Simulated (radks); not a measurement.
For Sr⁺ in [Kr] 5s1, the spin moment of the 5s shell is fixed at a series of values. Level of theory: non-relativistic Kohn-Sham, PBE, spin-polarised, spherical densities, point nucleus. Computed with the in-house radial solver radks. Wanted, and plotted below: the energy and the exchange splitting.

The energy falls with the moment, to −0.184 eV at M = 1 μB, the largest moment run; with one electron or hole in the shell the exact energy would hardly depend on M, so most of the fall is the functional's fractional-spin error. A fit E = −I M²/4 gives an exchange integral I of about 0.73 eV, and the exchange splitting grows nearly in proportion to M, to 0.526 eV (0.70 eV per μB).

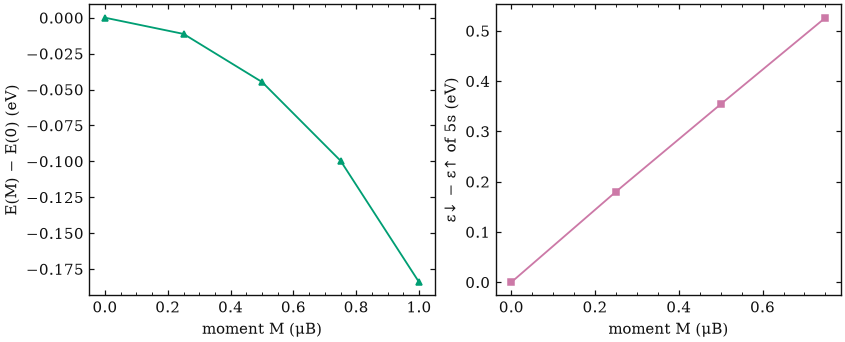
